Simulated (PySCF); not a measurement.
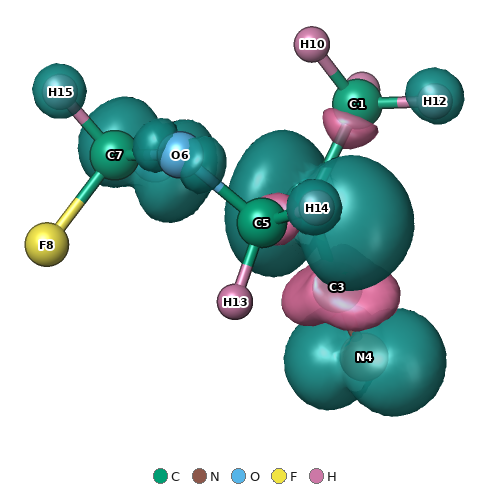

Figure 1: C$_{5}$H$_{6}$FNO$_{2}$ (charge −1, doublet). Isosurfaces of the spin density at +0.02 (teal) and −0.02 e/Å³ (pink), seen at a tilt.

Geometry: GFN2-xTB.

Computed with UKS B3LYP, pcH-1 on C F H N O, non-relativistic, mean-field spin-orbit, GIAO in PySCF 2.14.0, density-fitted response routines.

```xyz
15

C    -1.5301    0.7239    0.5018
C    -0.6998   -0.1629   -0.3787
C    -1.2874   -1.2419   -0.9825
N    -1.8093   -2.1411   -1.5099
C     0.5561    0.4085   -0.9648
O     1.4850    0.7778    0.0400
C     1.6295   -0.2838    0.9426
F     2.6525   -1.1603    0.2901
O     0.5895   -0.9173    1.2512
H    -0.8738    1.3343    1.1191
H    -2.1654    0.1241    1.1498
H    -2.1674    1.3868   -0.0982
H     1.0169   -0.3190   -1.6481
H     0.3538    1.3418   -1.5122
H     2.2455    0.1371    1.7778
```

**Describe the spin distribution.**

The unpaired spin (1 electron) lies mostly on C2 (about 0.4), N4 (about 0.2) and O9 (about 0.2), in electrons by Hirshfeld's partition.
